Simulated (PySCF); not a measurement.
# C3H9BrO2Si: what the fields show

Input file:

```
{"job": {"kind": "uv", "xc": "B3LYP", "basis": "def2-SVPD", "nstates": 8, "ntriplets": 3}, "charge": 0, "multiplicity": 1}
C      1.943233    -0.653185     0.555726
O      1.242432    -0.425033    -0.653513
C      0.932947     0.904541    -0.872100
O     -0.085350     1.364272    -0.056546
Si    -1.560366     0.696444     0.080322
C     -1.624376    -1.024684     0.861094
Br    -2.446120     2.148719     1.475396
H      1.387977    -0.270611     1.416459
H      2.060626    -1.730734     0.642632
H      2.927300    -0.174085     0.523898
H      0.627775     0.976246    -1.923145
H      1.799312     1.559176    -0.693266
H     -2.291465     0.783751    -1.177726
H     -1.195785    -1.025008     1.862474
H     -1.075658    -1.748731     0.264530
H     -2.650081    -1.372136     0.949837
```

Launched as:

```sh
OMP_NUM_THREADS=1 python probes_run.py task.json out
```

Geometry: GFN2-xTB.

Computed with PySCF, B3LYP/def2-SVPD, SCF density, gas phase.

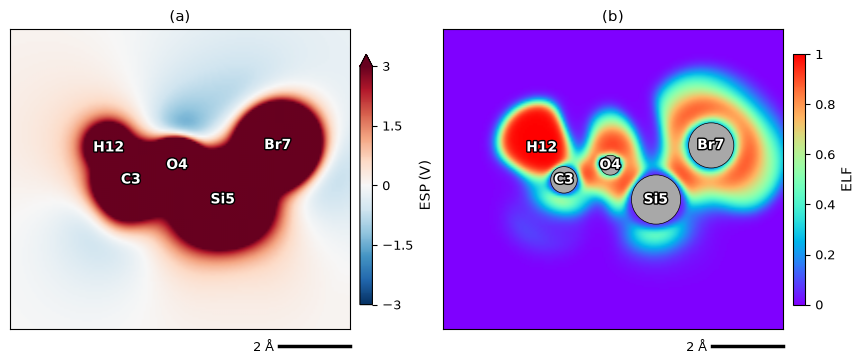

Figure 1. (a) molecular electrostatic potential; (b) electron localisation function on the plane of atoms O4, C3 and H12. Grey discs cover the atomic cores in the ELF map.

Q: What does the map show?

A: The plane passes through C, O, Si, Br and H nuclei. C–O (1.38 Å): the ELF peaks at about 0.90 between the atoms (a shared but strongly polarised pair). Si–O (1.62 Å): the ELF peaks at about 0.85 between the atoms, as expected for a polar covalent bond. Si–Br (2.20 Å): the ELF peaks at about 0.90 between the atoms: a polar covalent bond. C–H (1.10 Å): the ELF climbs to about 1 towards the hydrogen, as it does in any bond to H; a covalent bond by its length. The ELF also peaks beside Br7 and O4, away from the bonds: lone-pair regions. Outside the dense part of the molecule the potential is most negative (−1.4 V) near O4.

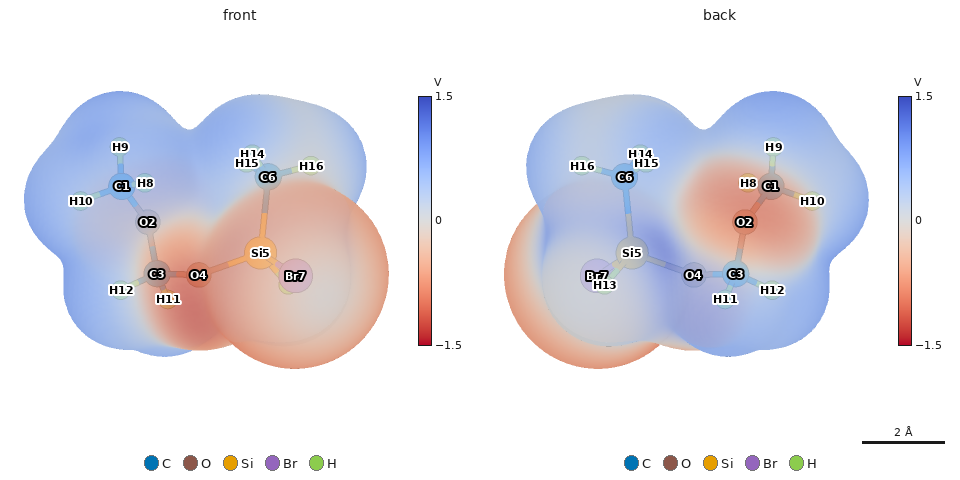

Figure 2. The electrostatic potential painted on the density surface at 0.001 e/bohr³, seen from the front and from behind; the colour scale runs from red (negative) to blue (positive).

Q: Which sites attract a positive test charge, and which a negative one?

A: A positive charge is drawn to the negative regions and a negative charge to the positive ones. The most negative region (about −1.0 V) lies over O4, the most positive (about +0.8 V) over Si5. O4 is the likeliest acceptor of a hydrogen bond.

Q: What dipole moment does the calculation give?

A: Its dipole moment is 2.51 D.
